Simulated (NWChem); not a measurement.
Energy and gradient calculation, with input and output: SiF$_{2}$

SiF$_{2}$, SMILES F[Si]F, computed with M06-2X/STO-3G, RKS (NWChem 7.3.0).

The geometry comes from this level: PBE0-D4/def2-TZVP.

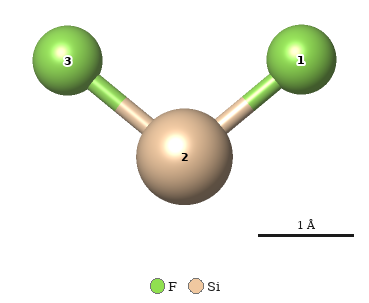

The structure (ball-and-stick view, seen on its broad side; atoms are numbered from 1 in the order of the input). Bond lengths as drawn: F–Si 1.60 Å.

### Key numbers

| quantity | value |
| --- | --- |
| outcome | converged |
| total energy | −482.935905 hartree |
| basis functions | 19 |
| largest force | 2.431 eV/Å |
| dipole moment | 0.34 D |
| hardware | 1 thread of Intel Xeon (Sapphire Rapids), 16 GiB of memory available, shared host |
| wall time | 3.9 s |
| peak memory | 0.11 GiB |

### Input
```
echo
start f2si
title "F2Si"
memory total 2200 mb
charge 0
geometry noautosym nocenter noautoz
  F        0.166300       1.246800       0.229400
  Si      -0.594900      -0.046400      -0.330100
  F        0.428600      -1.200400       0.100700
end
basis spherical bse
  * library STO-3G
end
dft
  xc m06-2x
  grid xfine
  convergence energy 1e-08
  iterations 100
  mulliken
  noprint "final vectors analysis"
end
task dft gradient
```

Launched with:
```bash
nwchem f2si.nw > f2si.out
```

### Output
```
============================== echo of input deck ==============================
echo
start f2si
title "F2Si"
memory total 2200 mb
charge 0
geometry noautosym nocenter noautoz
  F        0.166300       1.246800       0.229400
  Si      -0.594900      -0.046400      -0.330100
  F        0.428600      -1.200400       0.100700
end
basis spherical bse
  * library STO-3G
end
dft
  xc m06-2x
  grid xfine
  convergence energy 1e-08
  iterations 100
  mulliken
  noprint "final vectors analysis"
end
task dft gradient
================================================================================

             Northwest Computational Chemistry Package (NWChem) 7.3.0
             --------------------------------------------------------

           Job information
           ---------------

    nwchem branch   = 7.3.0
    use scalapack   = T
    input           = f2si.nw
    prefix          = f2si.
    data base       = ./f2si.db
    status          = startup
    nproc           =        1

           Memory information
           ------------------

    heap     =     72089594 doubles =      550.0 Mbytes
    stack    =     72089599 doubles =      550.0 Mbytes
    global   =    144179200 doubles =     1100.0 Mbytes (distinct from heap & stack)
    total    =    288358393 doubles =     2200.0 Mbytes
    verify   = yes
    hardfail = no

           Directory information
           ---------------------

  0 permanent = .
  0 scratch   = .

                                NWChem Input Module
                                -------------------

                                       F2Si
                                       ----

 Scaling coordinates for geometry "geometry" by  1.889725989
 (inverse scale =  0.529177249)

                             Geometry "geometry" -> ""
                             -------------------------

 Output coordinates in angstroms (scale by  1.889725989 to convert to a.u.)

  No.       Tag          Charge          X              Y              Z
 ---- ---------------- ---------- -------------- -------------- --------------
    1 F                    9.0000     0.16630000     1.24680000     0.22940000
    2 Si                  14.0000    -0.59490000    -0.04640000    -0.33010000
    3 F                    9.0000     0.42860000    -1.20040000     0.10070000

      Atomic Mass
      -----------

      F                 18.998400
      Si                27.976930

 Effective nuclear repulsion energy (a.u.)     100.6584208962

            Nuclear Dipole moment (a.u.)
            ----------------------------
        X                 Y               Z
 ---------------- ---------------- ----------------
    -5.6209899530    -0.4384164294    -3.1189927442

            XYZ format geometry
            -------------------
     3
 geometry
 F                     0.16630000     1.24680000     0.22940000
 Si                   -0.59490000    -0.04640000    -0.33010000
 F                     0.42860000    -1.20040000     0.10070000

 ==============================================================================
                                internuclear distances
 ------------------------------------------------------------------------------
       center one      |      center two      | atomic units |  angstroms
 ------------------------------------------------------------------------------
    2 Si               |   1 F                |     3.02641  |     1.60151
    3 F                |   2 Si               |     3.02643  |     1.60152
 ------------------------------------------------------------------------------
                         number of included internuclear distances:          2
 ==============================================================================

 ==============================================================================
                                 internuclear angles
 ------------------------------------------------------------------------------
        center 1       |       center 2       |       center 3       |  degrees
 ------------------------------------------------------------------------------
    1 F                |   2 Si               |   3 F                |   100.61
 ------------------------------------------------------------------------------
                            number of included internuclear angles:          1
 ==============================================================================

 Summary of "ao basis" -> "" (spherical)
 ------------------------------------------------------------------------------
       Tag                 Description            Shells   Functions and Types
 ---------------- ------------------------------  ------  ---------------------
 *                           STO-3G                   on all atoms

                                 NWChem DFT Module
                                 -----------------

                                       F2Si

                      Basis "ao basis" -> "ao basis" (spherical)
                      -----
  [basis functions not shown]

 Summary of "ao basis" -> "ao basis" (spherical)
 ------------------------------------------------------------------------------
       Tag                 Description            Shells   Functions and Types
 ---------------- ------------------------------  ------  ---------------------
 F                           STO-3G                  3        5   2s1p
 Si                          STO-3G                  5        9   3s2p

 Summary of "ao basis" -> "ao basis" (spherical)
 ------------------------------------------------------------------------------
       Tag                 Description            Shells   Functions and Types
 ---------------- ------------------------------  ------  ---------------------
 F                           STO-3G                  3        5   2s1p
 Si                          STO-3G                  5        9   3s2p

  Caching 1-el integrals
  itol2e modified to match energy
  convergence criterion.
  tol_rho modified to match energy
  convergence criterion.

            General Information
            -------------------
          SCF calculation type: DFT
          Wavefunction type:  closed shell.
          No. of atoms     :     3
          No. of electrons :    32
           Alpha electrons :    16
            Beta electrons :    16
          Charge           :     0
          Spin multiplicity:     1
          Use of symmetry is: off; symmetry adaption is: off
          Maximum number of iterations: 100
          AO basis - number of functions:    19
                     number of shells:    11
          Convergence on energy requested:  1.00D-08
          Convergence on density requested:  1.00D-05
          Convergence on gradient requested:  5.00D-04

              XC Information
              --------------
                       M06-2X Method XC Functional
                     Hartree-Fock (Exact) Exchange  0.540
                        M06-2X Exchange Functional  1.000
                      M06-2X Correlation Potential  1.000

             Grid Information
             ----------------
          Grid used for XC integration:  xfine
          Radial quadrature: Mura-Knowles
          Angular quadrature: Lebedev.
          Tag              B.-S. Rad. Rad. Pts. Rad. Cut. Ang. Pts.
          ---              ---------- --------- --------- ---------
          F                   0.50      100           6.0      1454
          Si                  1.10      125           5.0      1454
          Grid pruning is: on
          Number of quadrature shells:   325
          Spatial weights used:  Erf1

          Convergence Information
          -----------------------
          Convergence aids based upon iterative change in
          total energy or number of iterations.
          Levelshifting, if invoked, occurs when the
          HOMO/LUMO gap drops below (HL_TOL):  1.00D-02
          DIIS, if invoked, will attempt to extrapolate
          using up to (NFOCK): 10 stored Fock matrices.

                    Damping( 0%)  Levelshifting(0.5)       DIIS
                  --------------- ------------------- ---------------
          dE  on:    start            ASAP                start
          dE off:    2 iters        100 iters           100 iters

      Screening Tolerance Information
      -------------------------------
          Density screening/tol_rho:  1.00D-11
          AO Gaussian exp screening on grid/accAOfunc:  18
          CD Gaussian exp screening on grid/accCDfunc:  20
          XC Gaussian exp screening on grid/accXCfunc:  20
          Schwarz screening/accCoul:  1.00D-09

      Superposition of Atomic Density Guess
      -------------------------------------

 Sum of atomic energies:        -481.45384127

      Non-variational initial energy
      ------------------------------

 Total energy =    -481.235131
 1-e energy   =    -878.625266
 2-e energy   =     296.731713
 HOMO         =      -0.128757
 LUMO         =       0.226905

   Time after variat. SCF:      0.1

     ---------------------------------------------
      Total Density - Mulliken Population Analysis
     ---------------------------------------------

    Atom       Charge   Shell Charges
 -----------   ------   -------------------------------------------------------
    1 F    9     9.61   2.00  1.95  5.66
    2 Si  14    12.79   2.00  2.00  5.87  1.79  1.13
    3 F    9     9.61   2.00  1.95  5.66
   Time prior to 1st pass:      0.1

 Grid_pts file          = ./f2si.gridpts.0
 Record size in doubles =  12289        No. of grid_pts per rec  =   3070
 Max. records in memory =    171        Max. recs in file   = *********

           Memory utilization after 1st SCF pass:
           Heap Space remaining (MW):       36.43            36432514
          Stack Space remaining (MW):       72.09            72089356

   convergence    iter        energy       DeltaE   RMS-Dens  Diis-err    time
 ---------------- ----- ----------------- --------- --------- ---------  ------
 d= 0,ls=0.0,diis     1   -482.7990335328 -5.83D+02  8.78D-02  4.90D-01     0.5
 d= 0,ls=0.0,diis     2   -482.8320008319 -3.30D-02  3.83D-02  5.67D-01     0.8
 d= 0,ls=0.0,diis     3   -482.9358326381 -1.04D-01  1.31D-03  1.55D-04     1.2
 d= 0,ls=0.0,diis     4   -482.9358999846 -6.73D-05  4.41D-04  1.17D-05     1.5
 d= 0,ls=0.0,diis     5   -482.9359051855 -5.20D-06  5.85D-05  1.91D-07     1.9
 d= 0,ls=0.0,diis     6   -482.9359052718 -8.63D-08  6.00D-06  2.88D-09     2.2
 d= 0,ls=0.0,diis     7   -482.9359052727 -9.30D-10  1.68D-06  6.34D-10     2.6

         Total DFT energy =     -482.935905272717
      One electron energy =     -877.593778118655
           Coulomb energy =      336.291375561480
    Exchange-Corr. energy =      -42.291923611702
 Nuclear repulsion energy =      100.658420896160

 Numeric. integr. density =       32.000000004952

     Total iterative time =      2.5s

     ---------------------------------------------
      Total Density - Mulliken Population Analysis
     ---------------------------------------------

    Atom       Charge   Shell Charges
 -----------   ------   -------------------------------------------------------
    1 F    9     9.26   2.00  1.96  5.31
    2 Si  14    13.48   2.00  2.00  5.88  1.78  1.82
    3 F    9     9.26   2.00  1.96  5.31

     -------------------------------------------
      Total Density - Lowdin Population Analysis
     -------------------------------------------

    Atom       Charge   Shell Charges
 -----------   ------   -------------------------------------------------------
    1 F    9     9.20   2.00  1.89  5.31
    2 Si  14    13.60   2.00  1.99  5.82  1.78  2.01
    3 F    9     9.20   2.00  1.89  5.31

 center of mass
 --------------
 x =  -0.15299492 y =  -0.01193304 z =  -0.08489431

 moments of inertia (a.u.)
 ------------------
         218.101205758189          18.201013192014         -24.278960121718
          18.201013192014          62.822030454959         -12.666957728234
         -24.278960121718         -12.666957728234         251.584661436644

     Multipole analysis of the density
     ---------------------------------

     L   x y z        total         alpha         beta         nuclear
     -   - - -        -----         -----         ----         -------
     0   0 0 0     -0.000000    -16.000000    -16.000000     32.000000

     1   1 0 0     -0.117017      2.751987      2.751987     -5.620990
     1   0 1 0     -0.009125      0.214646      0.214646     -0.438416
     1   0 0 1     -0.064930      1.527031      1.527031     -3.118993

     2   2 0 0    -14.210705    -19.348509    -19.348509     24.486313
     2   1 1 0      0.201876      4.346738      4.346738     -8.491599
     2   1 0 1     -1.222024     -6.826546     -6.826546     12.431068
     2   0 2 0    -15.458120    -55.919457    -55.919457     96.380794
     2   0 1 1     -0.281570     -3.177357     -3.177357      6.073144
     2   0 0 2    -12.631152    -10.048066    -10.048066      7.464981

            General Information
            -------------------
          SCF calculation type: DFT
          Wavefunction type:  closed shell.
          No. of atoms     :     3
          No. of electrons :    32
           Alpha electrons :    16
            Beta electrons :    16
          Charge           :     0
          Spin multiplicity:     1
          Use of symmetry is: off; symmetry adaption is: off
          Maximum number of iterations: 100
          AO basis - number of functions:    19
                     number of shells:    11
          Convergence on energy requested:  1.00D-08
          Convergence on density requested:  1.00D-05
          Convergence on gradient requested:  5.00D-04

              XC Information
              --------------
                       M06-2X Method XC Functional
                     Hartree-Fock (Exact) Exchange  0.540
                        M06-2X Exchange Functional  1.000
                      M06-2X Correlation Potential  1.000

             Grid Information
             ----------------
          Grid used for XC integration:  xfine
          Radial quadrature: Mura-Knowles
          Angular quadrature: Lebedev.
          Tag              B.-S. Rad. Rad. Pts. Rad. Cut. Ang. Pts.
          ---              ---------- --------- --------- ---------
          F                   0.50      100           6.0      1454
          Si                  1.10      125           5.0      1454
          Grid pruning is: on
          Number of quadrature shells:   325
          Spatial weights used:  Erf1

          Convergence Information
          -----------------------
          Convergence aids based upon iterative change in
          total energy or number of iterations.
          Levelshifting, if invoked, occurs when the
          HOMO/LUMO gap drops below (HL_TOL):  1.00D-02
          DIIS, if invoked, will attempt to extrapolate
          using up to (NFOCK): 10 stored Fock matrices.

                    Damping( 0%)  Levelshifting(0.5)       DIIS
                  --------------- ------------------- ---------------
          dE  on:    start            ASAP                start
          dE off:    2 iters        100 iters           100 iters

      Screening Tolerance Information
      -------------------------------
          Density screening/tol_rho:  1.00D-11
          AO Gaussian exp screening on grid/accAOfunc:  18
          CD Gaussian exp screening on grid/accCDfunc:  20
          XC Gaussian exp screening on grid/accXCfunc:  20
          Schwarz screening/accCoul:  1.00D-09

                            NWChem DFT Gradient Module
                            --------------------------

                                       F2Si

  charge          =   0.00
  wavefunction    = closed shell

                         DFT ENERGY GRADIENTS

    atom               coordinates                        gradient
                 x          y          z           x          y          z
   1 F       0.314261   2.356110   0.433503   -0.020028  -0.007167  -0.011736
   2 Si     -1.124198  -0.087683  -0.623799    0.041244   0.003222   0.022886
   3 F       0.809937  -2.268427   0.190295   -0.021215   0.003945  -0.011150

                 ----------------------------------------
                 |  Time  |  1-e(secs)   |  2-e(secs)   |
                 ----------------------------------------
                 |  CPU   |       0.00   |       0.10   |
                 ----------------------------------------
                 |  WALL  |       0.00   |       0.10   |
                 ----------------------------------------

 Task  times  cpu:        3.2s     wall:        3.2s
 Total times  cpu:        3.2s     wall:        3.2s
```

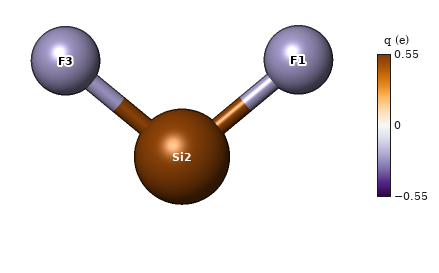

Mulliken charges, as the colour of each atom (ball-and-stick view, seen on its broad side; atoms are numbered from 1 in the order of the input). By element: F −0.26 and Si +0.52 e.
